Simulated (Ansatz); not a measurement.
CaRu3F8

Input file:

```
crystal:
  lattice:
    - [5.4963752972, 0.0, 0.0]
    - [0.0, 5.4963752972, 0.0]
    - [0.0, 0.0, 5.4963752972]
  atoms:
    - { symbol: Ca, position: [0.5, 0.5, 0.5] }
    - { symbol: Ru, position: [0.5, 0.0, 0.0], spin: 3.35 }
    - { symbol: Ru, position: [0.0, 0.5, 0.0], spin: 3.35 }
    - { symbol: Ru, position: [0.0, 0.0, 0.5], spin: 3.35 }
    - { symbol: F, position: [0.7510637218, 0.2489362782, 0.2489362782], spin: 0.16 }
    - { symbol: F, position: [0.2489362782, 0.7510637218, 0.2489362782], spin: 0.16 }
    - { symbol: F, position: [0.2489362782, 0.2489362782, 0.7510637218], spin: 0.16 }
    - { symbol: F, position: [0.7510637218, 0.7510637218, 0.7510637218], spin: 0.16 }
    - { symbol: F, position: [0.2489362782, 0.7510637218, 0.7510637218], spin: 0.16 }
    - { symbol: F, position: [0.7510637218, 0.2489362782, 0.7510637218], spin: 0.16 }
    - { symbol: F, position: [0.7510637218, 0.7510637218, 0.2489362782], spin: 0.16 }
    - { symbol: F, position: [0.2489362782, 0.2489362782, 0.2489362782], spin: 0.16 }
basis:
  ecutwfc: 420
kpoints:
  mp_grid: { grid: [8, 8, 8] }
hamiltonian:
  xc: pbe
scf:
  occupations: { method: gaussian, width: 0.1 }
output:
  forces: true
  stress: true
  eigenvalues: true
  populations: true
  write_density: true
  write_potential: true
  elf: true
  volumetric_format: npy
magnetization:
  spin_polarized: true
relax:
  adjacent_minimum: "off"
  f_tol: 0.01
  max_steps: 80
  cell: { stress_tol: 0.05 }
```

Launched as:

```sh
ansatz run input.yaml --threads 1 --pin off --max-ram 2560MiB --backend cpu --events-out ev --progress --plain --runs-dir out
```

Below, planes, directions and counts refer to the conventional cell (a = 5.50 Å, b = 5.50 Å, c = 5.50 Å, α = 90.00°, β = 90.00°, γ = 90.00°).

Space group Pm-3m; a structure generated by program, which may or may not match a known phase; the SCF solution may not be the lowest one; the program warned that another magnetic order may lie lower; spin-polarised.

The calculation used DFT PBE, scalar-relativistic, plane waves, PAW in Ansatz.

The density is the valence pseudo-density of a PAW calculation; it isn't the true density close to the nuclei.

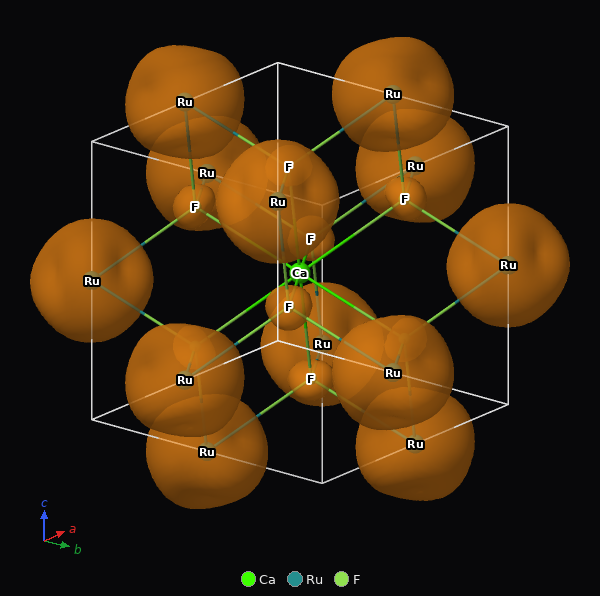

Figure 1. Isosurface of the magnetisation density (up minus down) at +0.15 e/Å³ (orange), seen at an oblique angle. Sticks mark near contacts.

**Which atoms carry the moments, and with what signs?**

The spin density sits on Ru: +3.0 μB (×3) in one cell of 12 atoms, with smaller moments on other sites: F (up to +0.15 μB): parallel main moments (a ferromagnetic arrangement) in this solution. The cell of the calculation (12 atoms) carries 12.0 μB of net spin moment.

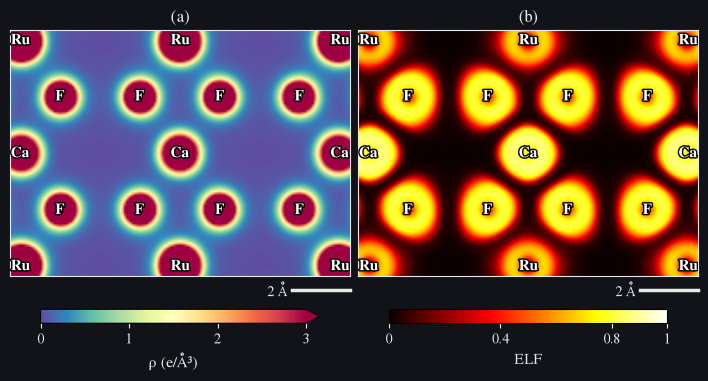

Figure 2. (a) valence charge density (pseudo); (b) ELF on the (11̄0) plane of the conventional cell.

**Read the bonding off the picture.**

The section cuts through Ca, Ru and F sites. Ru–F (2.38 Å): ρ is about 0.31 e/Å³ halfway; the ELF is about 0.10 at the midpoint (no localised pair shows between them). Ca–F (2.39 Å): the density is about 0.21 e/Å³ at the midpoint; the ELF is about 0.05 at the midpoint; no localised pair shows between them. Between the atoms the lowest density in this plane is 0.006 e/Å³. The features right at Ca and Ru lie inside the PAW spheres, where the map follows smoothed inner orbitals and isn't to be read closely.

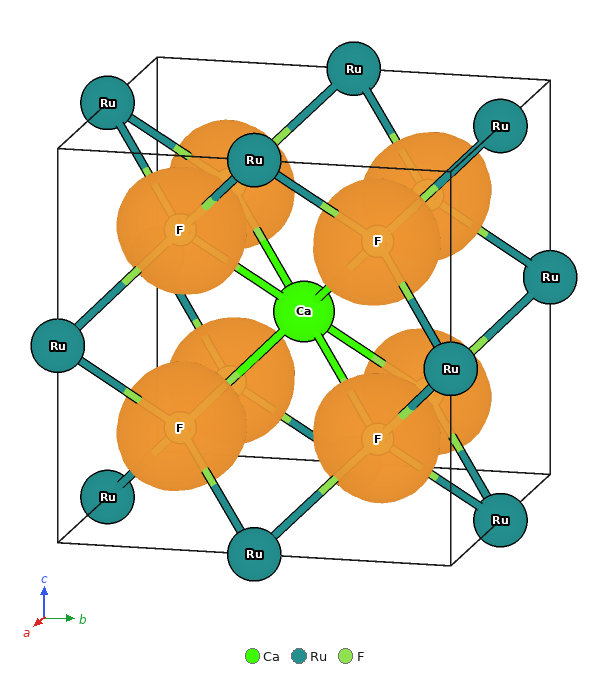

Figure 3. Isosurface of the ELF at 0.6 (orange), seen slightly off an axis. Core shells and regions of very low density are left out. Sticks mark near contacts.

**Identify the bonds, lone pairs and shells in this picture.**

At this value the surface marks out eight regions wrapped around F (the valence shell of each), counted in one cell of 12 atoms. Any copies at cell faces, edges or corners count once.
